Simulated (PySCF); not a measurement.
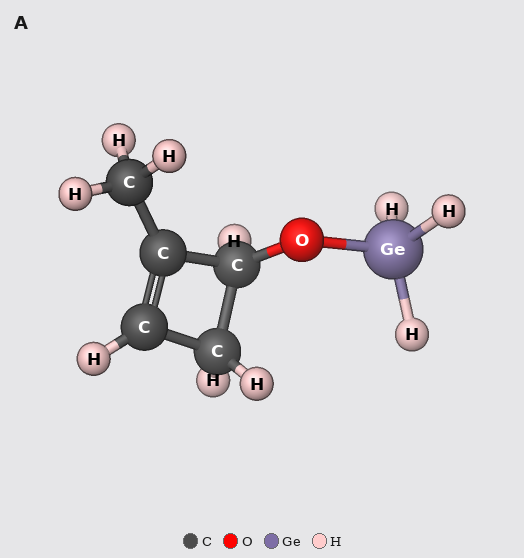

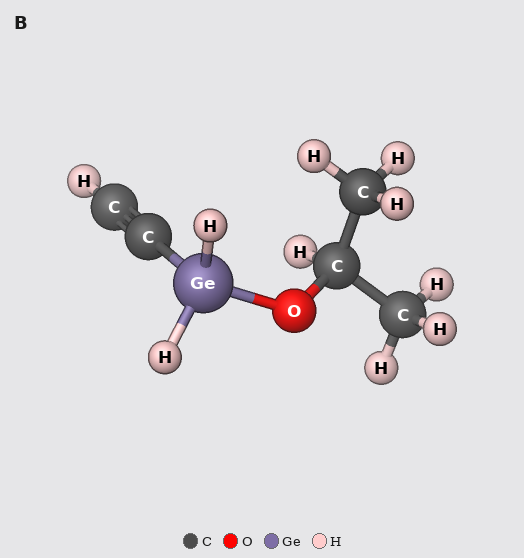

2 stationary structures of one formula. Geometries: PBE0-D3(BJ)/def2-SVP. Electronic energies: PBE0-D3(BJ)/def2-SVP (PySCF 2.14.0), without zero-point energy. No frequency run is at hand to confirm each as a minimum. Each is one conformer, not always the lowest.

How are they related?

They are constitutional isomers of C5H10GeO: A `CC1=CC[C@@H]1[O][GeH3]`, B `C#[C][GeH2][O]C(C)C`.

Rank them by energy, lowest first.

A is lowest; B lies 36.3 kJ/mol above it.
